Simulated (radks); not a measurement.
Co: atomic calculation

System: a free Co atom in the configuration [Ar] 3d8 4p1 (high spin).
Method: non-relativistic Kohn-Sham, PBE, spin-polarised, spherical densities, point nucleus (the in-house radial solver radks).

**Input file**
```
Z 27
configuration [Ar] 3d8 4p1
relativity non-relativistic
functional pbe,pbe
spin polarised
nucleus point
```

Energies in input and log are in hartree, lengths in bohr.

Hardware: 1 CPU thread, shared host.

**Log**
```
1s      1   1.0000        -276.08030580
2s      1   1.0000         -32.31308499
2p      1   3.0000         -28.03417205
3s      1   1.0000          -3.58223726
3p      1   3.0000          -2.30836209
3d      1   5.0000          -0.25021638
4p      1   1.0000          -0.07162667
1s      2   1.0000        -276.08008518
2s      2   1.0000         -32.27756772
2p      2   3.0000         -28.00761564
3s      2   1.0000          -3.50683234
3p      2   3.0000          -2.23394190
3d      2   3.0000          -0.18201763
4p      2   0.0000          -0.03719065
Etot -1382.3606208803753
Ekin 1381.3018858279838
Encl -3297.143095058057
Eh 592.5240038228205
Exc -59.04341547312272
err 5.028772269540497e-10
it 17
```

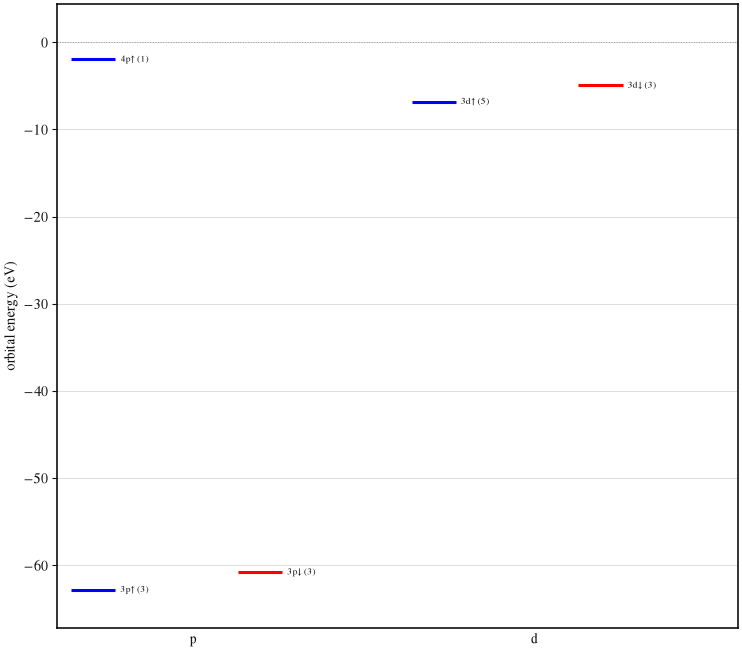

Figure 1. The outer levels are drawn by angular momentum (occupations in brackets, up spins at the left of each column and down spins at the right). The highest occupied level is 4p up at −1.95 eV. From the top down the occupied levels run 4p up (−1.95 eV), 3d down (−4.95 eV), 3d up (−6.81 eV), 3p down (−60.8 eV), 3p up (−62.8 eV). The largest exchange splitting (down less up) among the shells drawn in both spins is that of 3p, 2.03 eV.

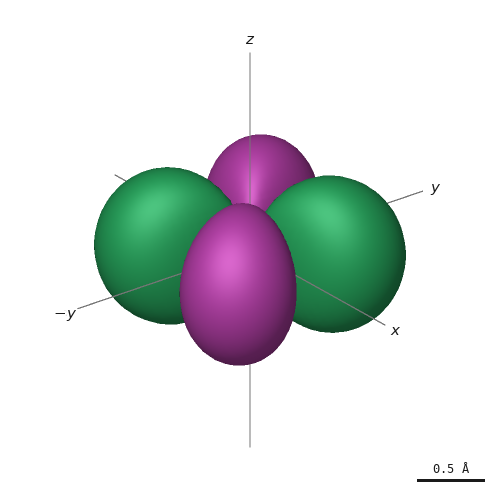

Figure 2. The 3d(xy) orbital of down spin. The surface of constant |ψ| that holds about 85 % of the electron is drawn, green where ψ is positive and pink where it is negative. The radial function comes from the spherical calculation and is multiplied by a real spherical harmonic; the overall sign is chosen so that the largest lobe of P(r) is positive. It has the nodal planes xz and yz and no radial node. The maximum of P² lies at 0.679 bohr, ⟨r⟩ = 1.18 bohr, 90 % of the charge lies within 2.15 bohr, and the eigenvalue is −4.95 eV, with 3 electrons in the shell for this spin.

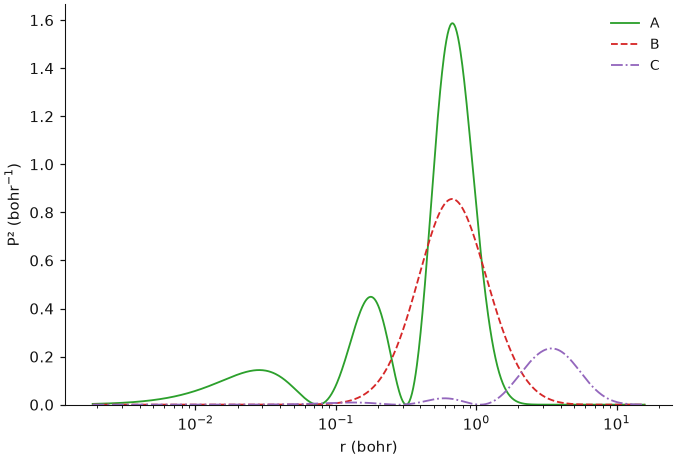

Figure 3. The radial probability densities P² of 3s up, 4p up and 3d up. A is 3s up; B is 3d up; C is 4p up. 3s up: outer maximum at 0.677 bohr, ⟨r⟩ = 0.786 bohr, 2 nodes, eigenvalue −97.5 eV; 3d up: outer maximum at 0.675 bohr, ⟨r⟩ = 1.14 bohr, 0 nodes, eigenvalue −6.81 eV; 4p up: outer maximum at 3.45 bohr, ⟨r⟩ = 4.50 bohr, 2 nodes, eigenvalue −1.95 eV.

**Summary**

- outcome: converged
- total energy: −1382.3606 hartree
- kinetic energy: 1381.3019 hartree
- electron–nucleus energy: −3297.1431 hartree
- Hartree energy: 592.524004 hartree
- exchange–correlation energy: −59.043415 hartree
- radius at density 0.001 e/bohr³: 4.43 bohr
- SCF iterations: 17

**Notes**

This is an excited configuration.
